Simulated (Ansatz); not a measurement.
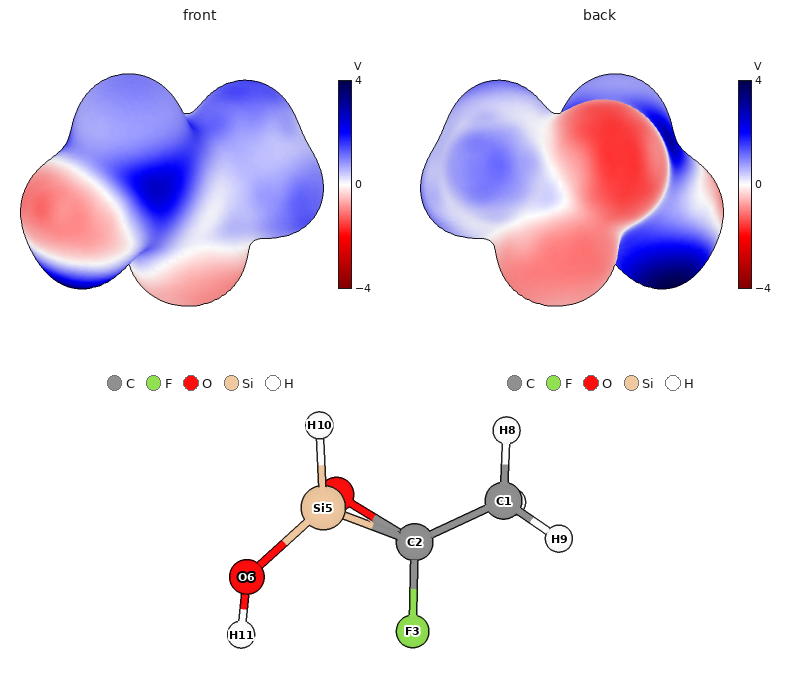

Figure. C2H5FO2Si. The molecular electrostatic potential painted on the density surface at 0.004 e/bohr³, seen from the front and from behind; the colour scale runs from red (negative) to blue (positive). The bare structure is drawn below in the same view.

Geometry: PBE0-D4/def2-TZVP.

All numbers below come from RKS PBE0-D4/def2-TZVPP in Ansatz 0.2.0.

| atom | x (Å) | y (Å) | z (Å) |
| --- | --- | --- | --- |
| C | 0.5459 | -0.9781 | -1.3246 |
| C | -0.2095 | -0.0995 | -0.3894 |
| F | -1.5298 | -0.0270 | -0.7835 |
| O | 0.3306 | 1.2382 | -0.2562 |
| Si | 0.1609 | 0.5726 | 1.2546 |
| O | -0.9739 | 1.1391 | 2.2665 |
| H | 0.5103 | -0.5516 | -2.3316 |
| H | 1.5879 | -1.0593 | -1.0148 |
| H | 0.1039 | -1.9751 | -1.3450 |
| H | 1.3783 | 0.3551 | 2.0501 |
| H | -1.8392 | 1.3285 | 1.8945 |

Which sites attract a positive test charge, and which a negative one?

A positive charge is drawn to the negative regions and a negative charge to the positive ones. The most negative region (about −1.6 V) lies over O4, the most positive (about +3.8 V) over H11. O4 is the likeliest acceptor of a hydrogen bond.
